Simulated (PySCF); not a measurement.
**C₈H₇FO: a changed input and its effect**

System: C₈H₇FO.
Method of the first run: GIAO PBE0/pcSseg-1 NMR shielding, non-relativistic, gas phase (PySCF 2.14.0).

The geometry comes from this level: PBE0-D3(BJ)/def2-SVP. Text and figures count atoms from 1; the logs count them from 0 in places.

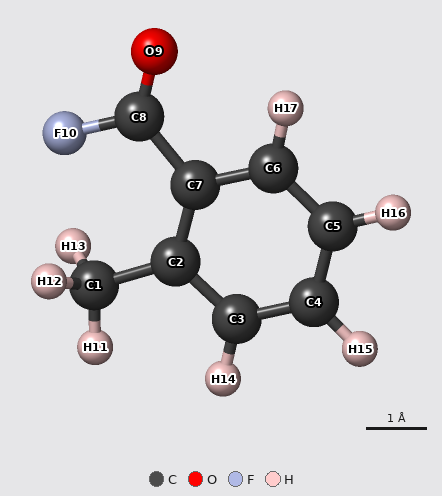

Fig. 1: The structure (ball-and-stick view, seen at a tilt; atoms are numbered from 1 in the order of the input).

### The input, the first run
```
{"job": {"kind": "nmr", "xc": "PBE0", "basis": "pcSseg-1"}, "charge": 0, "multiplicity": 1}
C     -1.767162    -1.246512    -0.079848
C     -0.424093    -0.575100    -0.047710
C      0.723159    -1.373638    -0.140242
C      2.006422    -0.836202    -0.114769
C      2.185528     0.540605     0.006439
C      1.068468     1.356761     0.100292
C     -0.228375     0.820232     0.076087
C     -1.307474     1.828320     0.187723
O     -1.172443     3.004194     0.281933
F     -2.543498     1.304723     0.181131
H     -1.644417    -2.328361    -0.222844
H     -2.321790    -1.082495     0.855796
H     -2.400802    -0.857031    -0.888439
H      0.598005    -2.454964    -0.237313
H      2.871692    -1.499284    -0.191048
H      3.187695     0.973472     0.027458
H      1.167610     2.439601     0.196371
```

The first line tells a small driver script what to run in PySCF; the rest is the geometry in Å.

Launched with:
```bash
OMP_NUM_THREADS=1 python <driver script> task.json out
```

Hardware: 1 CPU thread, shared host.

### Output (the first run)
```
coarse grid: 15200 points
cycle   1  E = -483.3244048004  dE =  1.769e+00  |g| = 9.092e-01  |ddm| = 4.120e+00
cycle   2  E = -482.9059506511  dE =  4.185e-01  |g| = 1.765e+00  |ddm| = 2.296e+00
cycle   3  E = -483.4706709797  dE = -5.647e-01  |g| = 2.616e-01  |ddm| = 1.752e+00
cycle   4  E = -483.4829903198  dE = -1.232e-02  |g| = 8.057e-02  |ddm| = 2.984e-01
cycle   5  E = -483.4838892126  dE = -8.989e-04  |g| = 2.600e-02  |ddm| = 6.894e-02
cycle   6  E = -483.4840349263  dE = -1.457e-04  |g| = 6.717e-03  |ddm| = 2.900e-02
cycle   7  E = -483.4840440033  dE = -9.077e-06  |g| = 2.898e-03  |ddm| = 8.459e-03
final grid: 150080 points
cycle   8  E = -483.5593519781  dE = -2.981e-05  |g| = 1.307e-02  |ddm| = 6.190e-02
cycle   9  E = -483.5592683681  dE =  8.361e-05  |g| = 2.465e-02  |ddm| = 3.298e-02
cycle  10  E = -483.5593863171  dE = -1.179e-04  |g| = 2.383e-03  |ddm| = 2.203e-02
cycle  11  E = -483.5593875434  dE = -1.226e-06  |g| = 4.526e-04  |ddm| = 2.349e-03
cycle  12  E = -483.5593875800  dE = -3.664e-08  |g| = 2.147e-04  |ddm| = 6.393e-04
cycle  13  E = -483.5593875916  dE = -1.159e-08  |g| = 5.501e-05  |ddm| = 2.926e-04
cycle  14  E = -483.5593875923  dE = -7.212e-10  |g| = 1.500e-05  |ddm| = 7.322e-05
converged SCF energy = -483.5593875923

GIAO shielding tensors (ppm)
atom      isotropic    diamagn.    paramagn.     s11        s22        s33       span
  0 C      158.432     244.404     -85.971    140.702    155.263    179.331     38.629
  1 C       35.598     257.572    -221.974    -56.456    -11.795    175.046    231.502
  2 C       46.934     253.110    -206.176    -57.329     45.748    152.382    209.712
  3 C       43.615     254.332    -210.717    -68.718     27.015    172.548    241.267
  4 C       52.757     255.036    -202.279    -54.941     37.495    175.718    230.659
  5 C       42.082     250.123    -208.041    -69.977     22.376    173.847    243.824
  6 C       56.363     261.475    -205.112    -33.306     47.645    154.750    188.056
  7 C       19.434     247.018    -227.585    -89.691     39.938    108.055    197.746
  8 O      -90.966     401.868    -492.834   -332.078   -205.124    264.304    596.382
  9 F      144.540     478.346    -333.806    -56.913    237.072    253.460    310.373
 10 H       29.179      28.860       0.319     23.895     28.920     34.721     10.827
 11 H       28.312      27.998       0.314     23.467     27.860     33.608     10.142
 12 H       28.258      28.130       0.128     23.154     28.249     33.371     10.217
 13 H       23.908      32.264      -8.356     20.176     23.298     28.250      8.075
 14 H       23.669      29.848      -6.179     20.503     23.908     26.595      6.092
 15 H       23.789      29.822      -6.033     20.367     24.552     26.447      6.080
 16 H       22.701      32.039      -9.337     18.355     22.364     27.385      9.030
```

For the second run the input was changed thus:
```diff
-"xc": "PBE0"
+"xc": "PBE"
+"pop": false
```

How does the second run compare with the first run?

The total energies belong to different methods, so their difference says nothing on which is more stable or more accurate. The HOMO goes from −7.65 to −6.64 eV. The LUMO goes from −1.88 to −2.70 eV. The dipole moment goes from 3.73 to 3.54 D. Of all shieldings, the largest change is that of F10, by −22.9 ppm. The functional changes from PBE0 to PBE. Exact exchange removes part of the self-interaction error of semilocal functionals, which pushes filled and empty levels apart. The SCF takes 17 iterations against 14.

### Output (the second run)
```
coarse grid: 15200 points
cycle   1  E = -483.2321365429  dE =  1.458e+00  |g| = 1.023e+00  |ddm| = 4.214e+00
cycle   2  E = -482.1827565808  dE =  1.049e+00  |g| = 2.488e+00  |ddm| = 3.434e+00
cycle   3  E = -483.3727475788  dE = -1.190e+00  |g| = 5.728e-01  |ddm| = 2.927e+00
cycle   4  E = -483.4366390687  dE = -6.389e-02  |g| = 1.503e-01  |ddm| = 6.546e-01
cycle   5  E = -483.4388682525  dE = -2.229e-03  |g| = 8.397e-02  |ddm| = 1.655e-01
cycle   6  E = -483.4403518182  dE = -1.484e-03  |g| = 2.479e-02  |ddm| = 9.872e-02
cycle   7  E = -483.4404997032  dE = -1.479e-04  |g| = 9.923e-03  |ddm| = 3.220e-02
cycle   8  E = -483.4405240393  dE = -2.434e-05  |g| = 2.704e-03  |ddm| = 1.154e-02
cycle   9  E = -483.4405257567  dE = -1.717e-06  |g| = 5.322e-04  |ddm| = 3.255e-03
final grid: 150080 points
cycle  10  E = -483.5430708000  dE = -2.510e-05  |g| = 1.977e-02  |ddm| = 8.885e-02
cycle  11  E = -483.5426468659  dE =  4.239e-04  |g| = 5.021e-02  |ddm| = 6.290e-02
cycle  12  E = -483.5431392082  dE = -4.923e-04  |g| = 8.746e-03  |ddm| = 4.872e-02
cycle  13  E = -483.5431548655  dE = -1.566e-05  |g| = 1.432e-03  |ddm| = 8.222e-03
cycle  14  E = -483.5431551978  dE = -3.323e-07  |g| = 4.460e-04  |ddm| = 1.789e-03
cycle  15  E = -483.5431552369  dE = -3.912e-08  |g| = 1.930e-04  |ddm| = 6.838e-04
cycle  16  E = -483.5431552471  dE = -1.028e-08  |g| = 4.348e-05  |ddm| = 2.221e-04
cycle  17  E = -483.5431552476  dE = -4.035e-10  |g| = 1.379e-05  |ddm| = 4.751e-05
converged SCF energy = -483.5431552476

GIAO shielding tensors (ppm)
atom      isotropic    diamagn.    paramagn.     s11        s22        s33       span
  0 C      152.933     245.678     -92.745    134.269    149.402    175.129     40.860
  1 C       33.807     256.941    -223.134    -53.472    -13.785    168.676    222.148
  2 C       43.953     252.403    -208.450    -56.811     43.359    145.310    202.121
  3 C       42.545     253.574    -211.028    -65.348     26.817    166.168    231.516
  4 C       50.102     254.280    -204.178    -54.339     35.311    169.334    223.673
  5 C       40.833     249.598    -208.765    -66.927     22.307    167.118    234.045
  6 C       53.258     261.121    -207.863    -32.264     43.152    148.887    181.151
  7 C       16.902     247.548    -230.645    -83.815     31.945    102.577    186.392
  8 O      -88.003     402.811    -490.814   -312.761   -201.972    250.723    563.484
  9 F      121.655     478.776    -357.120    -79.101    218.122    225.944    305.045
 10 H       29.164      28.995       0.169     24.224     29.007     34.260     10.035
 11 H       28.257      28.321      -0.064     23.589     27.909     33.272      9.683
 12 H       28.201      28.454      -0.254     23.284     28.295     33.022      9.738
 13 H       23.930      32.336      -8.406     20.500     23.042     28.248      7.747
 14 H       23.760      29.933      -6.173     20.790     23.810     26.680      5.889
 15 H       23.837      29.901      -6.064     20.680     24.321     26.510      5.831
 16 H       22.817      32.359      -9.542     18.752     22.315     27.383      8.632
```

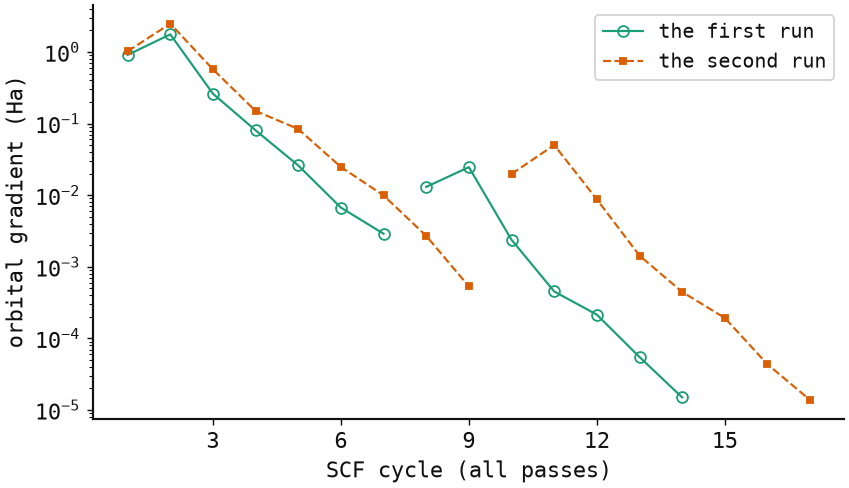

Fig. 2: Convergence of the two runs: orbital gradient against the SCF cycle. A break in a curve parts two SCF passes (coarse and final grid). The first run takes 14 cycles in all, and the second run takes 17.

### The two runs side by side

| quantity | the first run | the second run |
| --- | --- | --- |
| outcome | converged | converged |
| total energy (hartree) | −483.559388 | −483.543155 |
| HOMO (eV) | −7.65 | −6.64 |
| LUMO (eV) | −1.88 | −2.70 |
| dipole moment (D) | 3.73 | 3.54 |
| shielding of C1 (ppm) | 158.4 | 152.9 |
| shielding of C3 (ppm) | 46.9 | 44.0 |
| shielding of C5 (ppm) | 52.8 | 50.1 |
| shielding of C7 (ppm) | 56.4 | 53.3 |
| shielding of C8 (ppm) | 19.4 | 16.9 |
| shielding of O9 (ppm) | −91.0 | −88.0 |
| shielding of F10 (ppm) | 144.5 | 121.7 |
| SCF iterations | 14 | 17 |
| basis functions | 205 | 205 |
| wall time (shared host) | 60 s | 77 s |
